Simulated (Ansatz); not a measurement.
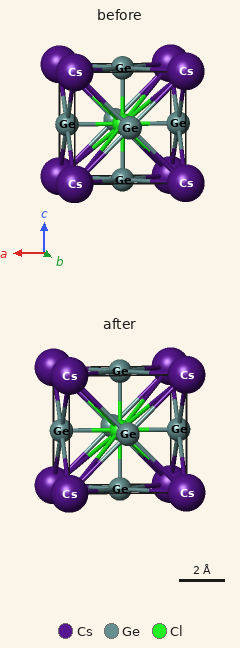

The structure of crystalline CsGe$_{3}$Cl (a generated structure, set up in Pm-3m) (coarse preliminary run) before (top) and after (bottom) a relaxation, at one scale.

The picture is a ball-and-stick view of the cell of the calculation, seen from a free direction.

Method: Ansatz 0.2.0, DFT PBE, scalar-relativistic, plane waves, PAW. Settings: plane-wave cutoff 420 eV; k-point mesh 4 × 4 × 4; occupations gaussian; smearing width 0.1 eV; no spin polarisation; cell and atoms relaxed; force threshold 0.04 eV/Å; at most 70 steps.

Describe what moved and what it gained.

After 2 accepted moves (3 points after the start) the energy has fallen by 73.3 meV per atom. All forces vanish by symmetry, so only the cell relaxes. Pressure: 5.60 GPa at the start and 0.40 GPa at the end. At 1 point the geometry stayed and the basis and grid were re-selected for the new cell (energy shift of 0.8 meV per atom at most each time). No atom moves by more than 0.005 Å relative to the cell. Cell: a = b = c 5.070 → 5.342 Å (+5.4 %). Volume +17.0 %. Near-neighbour distances that change, for instance: Cl–Cs 4.391 → 4.626 Å, Cs–Ge 3.585 → 3.777 Å, Cl–Ge 2.535 → 2.671 Å. The space group stays Pm-3m (No. 221). Cost: 6.8 s on 1 thread of AMD EPYC 9R14 (Zen 4), on a shared host, peak memory 0.47 GiB.
